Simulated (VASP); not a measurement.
Band structure of CdTe (space group P3_121). Calculation: PBEsol GGA, VASP's PBE PAW potentials (set 64) (plane waves; VASP 6.6.1).

Unless said otherwise, spin-orbit coupling is left out, though it shifts the bands of the heavy elements here.

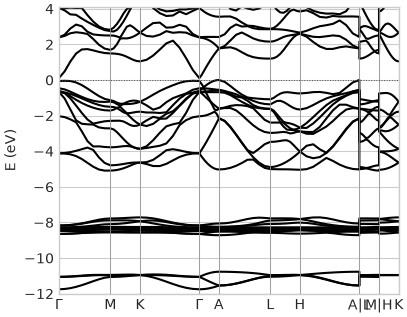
Figure: Bands along high-symmetry lines, zero at the valence-band maximum or, without a gap, the Fermi level

**Question.** Read the plot: is there a gap, and where are the band edges?

**Answer.** The gap is indirect, 0.11 eV, from the valence maximum at A to the conduction minimum at Γ. (Edges off the drawn lines would not show.)

The structure comes from a computed database's CdTe entry (P3_121); how it stands against other phases isn't given here. It was relaxed first, which changed the volume by -7 %.
